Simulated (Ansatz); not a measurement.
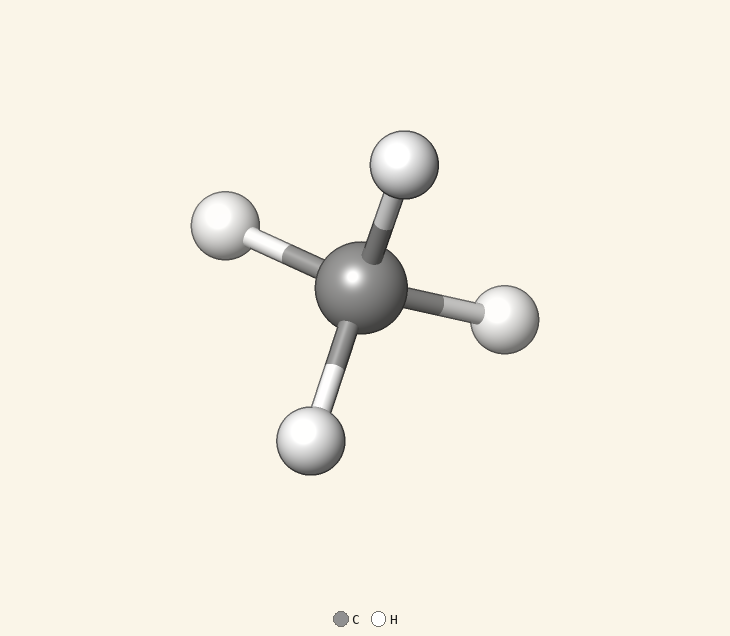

Rendered structure (ball-and-stick style). Every bond is drawn as one stick, whatever its order.

The geometry was computed by an optimisation with PBE0-D4/def2-TZVP.

What does the picture show?

The molecule is CH4. The point group is Td. Coordination: 1 C tetrahedral.

More results for the same structure follow; atom numbers are the same in all pictures, views and colours differ.

Shape

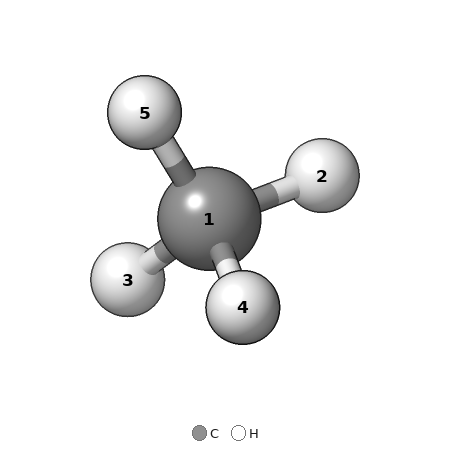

Numbered structure.

What are the angles H2–C1–H3?

```csv
angle,degrees
H2–C1–H3,109.5
```

Electronic properties

Properties computed with RKS PBE0-D4/def2-TZVP (Ansatz 0.2.0).

Give the harmonic zero-point energy at this level.

Answer. 117.4 kJ/mol.

Thermal motion

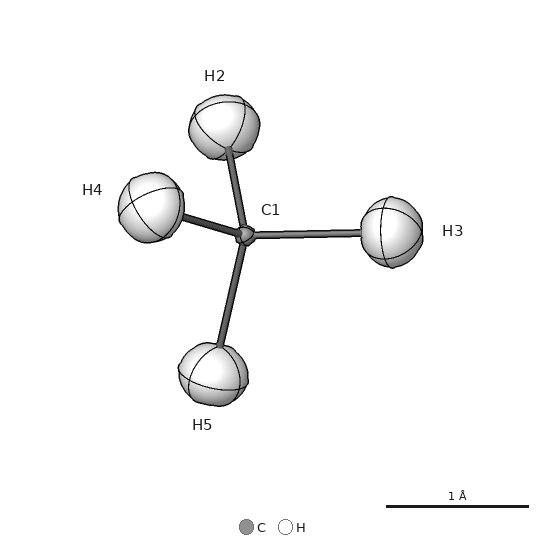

Displacement ellipsoids at the 50 % level, enlarged 2 times, from the internal vibrations of the free molecule (harmonic, no overall translation or rotation; no half-axis is drawn under 0.075 Å). Vibrations computed with RKS PBE0-D4/def2-TZVP (Ansatz 0.2.0). Temperature: 200 K.

List U_eq and the three principal root-mean-square amplitudes for each kind of atom.

| atom | U_eq (Å²) | rms amplitudes (Å) |
| --- | --- | --- |
| C1 | 0.00021 | 0.014, 0.014, 0.014 |
| H2, H3, H4, H5 | 0.0061 | 0.071, 0.081, 0.081 |

Charges

The questions are on Mulliken charges. Level of theory: RKS PBE0-D4/def2-TZVP (Ansatz 0.2.0).

List the Mulliken charges.

```csv
atom,value (e)
C1,−0.53
H2,0.13
H3,0.13
H4,0.13
H5,0.13
```

Mulliken values depend strongly on the basis set and can even reverse the polarity of a bond.
